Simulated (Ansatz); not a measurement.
Consider FH₂NSi···HF.

Input

```
crystal:
  periodic: [false, false, false]
  atoms:
    - { symbol: Si, position_ang: [0.0, 0.0, 0.0] }
    - { symbol: H, position_ang: [0.8854, 0.0, 1.4041] }
    - { symbol: F, position_ang: [1.7331, 0.0, 0.448] }
    - { symbol: "N", position_ang: [-0.8572, 1.4851, -0.6061] }
    - { symbol: H, position_ang: [-1.8773, 1.43, -0.8888] }
    - { symbol: H, position_ang: [-0.3367, 2.4058, -0.6766] }
    - { symbol: F, position_ang: [-0.7489, -1.2974, -0.5295] }
basis:
  gaussian: { orbitals: cc-pVDZ }
hamiltonian:
  xc: pbe0
relax:
  f_tol: 0.15
  max_steps: 25
  restrain:
    - { distance: [1, 2], at: 0.92, k: 30.0 }
    - { distance: [0, 1], at: 2.66, k: 30.0 }
    - { distance: [0, 2], at: 2.79, k: 30.0 }
output:
  orbitals: {}
```

Command:

```sh
ansatz run input.yaml --threads 2 --pin off --max-ram 3072MiB --backend cpu --events-out ev --progress --plain --runs-dir out
```

The fields are those of the run's last geometry, not of the input's.

All numbers below come from RKS PBE0/cc-pVDZ in Ansatz.

What will maps of the electron density and electron localisation function show?

Answer. Si–F (1.67 Å): ρ at the midpoint is about 0.87 e/Å³; the ELF peaks at about 0.80 in the valence shell of F, 0.5 Å from its nucleus, and is about 0.45 at the midpoint.
Si–N (1.72 Å): ρ at the midpoint is about 1 e/Å³; the ELF peaks at about 0.90 between the atoms: a shared but strongly polarised pair.
N–H (1.01 Å): ρ is about 2.8 e/Å³ halfway; the ELF climbs to about 1 towards the hydrogen, as it does in any bond to H; a covalent bond by its length.

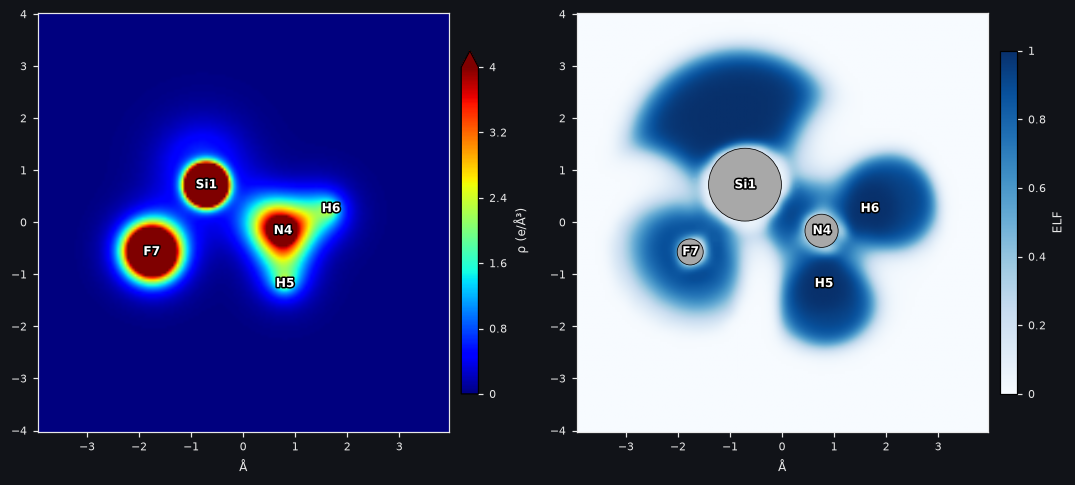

Computed electron density and electron localisation function on the plane of atoms H5, N4 and H6, in this order. Grey discs cover the atomic cores in the ELF map. 
